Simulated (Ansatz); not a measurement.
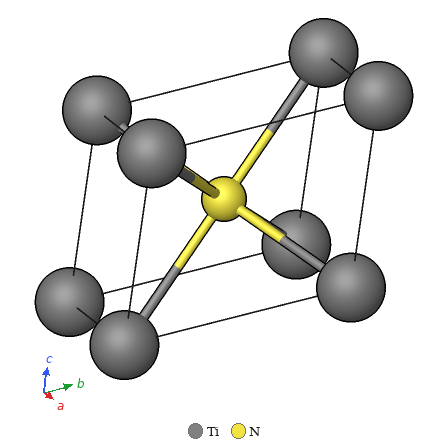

System: a slab cut from TiN (slab content Ti₁₆N₁₆), space group Fm-3m (No. 225). The picture shows the bulk cell.

Starting cell:
```yaml
crystal:
  lattice:
    - [0.00000, 2.10200, 2.10200]
    - [2.10200, 0.00000, 2.10200]
    - [2.10200, 2.10200, 0.00000]
  atoms:
    - { symbol: Ti, position: [0.00000, 0.00000, 0.00000] }
    - { symbol: N, position: [0.50000, 0.50000, 0.50000] }
```

Method: spacing and rumpling of the atomic planes of a slab cut from the relaxed bulk cell along the Miller plane (conventional indices), bottom to top, after all atoms relax, plane waves with PAW datasets, Γ-centred k mesh (Ansatz 0.2.0). Level: PBEsol, no spin polarisation.

- space group in which the indices count: 225
- Miller index h: 2
- Miller index k: 2
- Miller index l: 1
- top plane: TiN
- bottom plane: TiN
- planes: 16
- surface cell: (1, 1)
- slab thickness as cut: 10.51 Å
- vacuum: 15 Å
- surface area: 26.51 Å²
- surface a: 2.973 Å
- surface b: 8.918 Å
- surface angle: 90 °
- slab atoms: 32
- wave cutoff: 420 eV
- k mesh: 12×4×1
- occupations: Gaussian
- smearing width: 0.1 eV
- boundary: dipole corrected

Describe the result: the spacing change of each pair of planes. The cases: 1–2; 2–3; 3–4; 4–5; 5–6; 6–7; 7–8; 8–9; 9–10; 10–11; 11–12; 12–13; 13–14; 14–15; 15–16.

The least value, −0.209 Å, is that of 2–3 and 14–15, and the largest, 0.150 Å, that of 3–4 and 13–14.

| pair of planes | spacing change (Å) | spacing to next (Å) |
| --- | --- | --- |
| 1–2 | −0.095 | 0.605 |
| 2–3 | −0.209 | 0.492 |
| 3–4 | 0.150 | 0.851 |
| 4–5 | −0.043 | 0.657 |
| 5–6 | 0.040 | 0.741 |
| 6–7 | −0.008 | 0.693 |
| 7–8 | −0.010 | 0.691 |
| 8–9 | 0.005 | 0.706 |
| 9–10 | −0.010 | 0.691 |
| 10–11 | −0.008 | 0.693 |
| 11–12 | 0.040 | 0.741 |
| 12–13 | −0.043 | 0.657 |
| 13–14 | 0.150 | 0.851 |
| 14–15 | −0.209 | 0.492 |
| 15–16 | −0.095 | 0.605 |

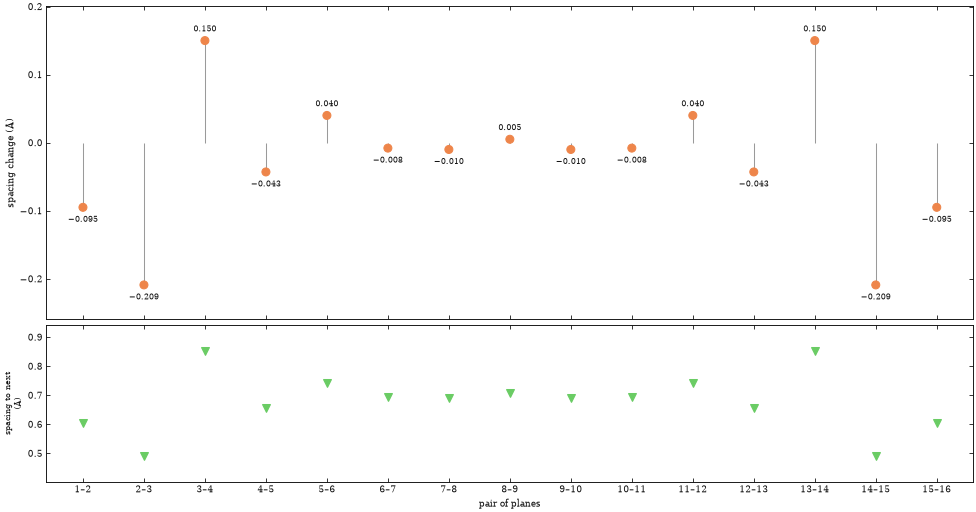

Caveats: coarse k mesh; k mesh lowers the symmetry; no spin polarisation, a magnetic state may lie lower; xc potential rough in thin density.
